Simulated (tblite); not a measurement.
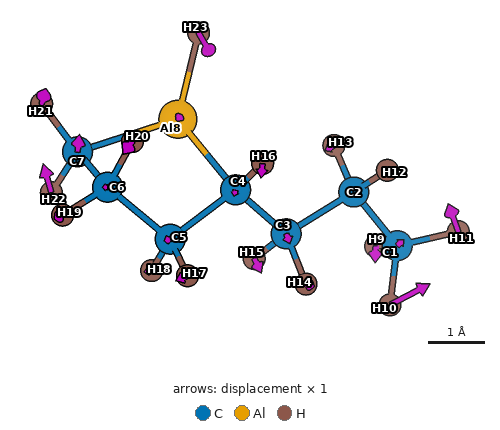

A relaxation of C7H15Al. The starting structure is drawn; purple arrows show the displacements, at their true length. The two geometries are superimposed by the best rigid fit.

A ball-and-stick model, seen from a free direction.

Method: GFN2-xTB geometry optimisation, gas phase in tblite. 

Q: Which element moves most?

A: Hydrogen: up to 0.95 Å, against 0.37 Å for carbon.

Q: Describe the change and its energy.

A: The largest move after the best rigid fit is that of H23, 0.95 Å. By element the largest moves are H 0.95 Å, C 0.37 Å, Al 0.18 Å. Among the contacts that change: C3–C4 1.476 → 1.532 Å, Al8–H23 1.596 → 1.542 Å, C1–H10 1.134 → 1.088 Å, C5–C6 1.504 → 1.538 Å. Among the angles between lasting bonds that change: C7–Al8–H23 120.1° → 131.7°, C4–Al8–H23 120.8° → 131.1°, Al8–C7–H21 111.2° → 120.3°. Groups turn about C1–C2 by about 25°. The energy falls by 20.9 kcal/mol in 124 geometry steps. Cost: 1.9 s on 1 thread of Arm Neoverse N1, with other jobs on the host.
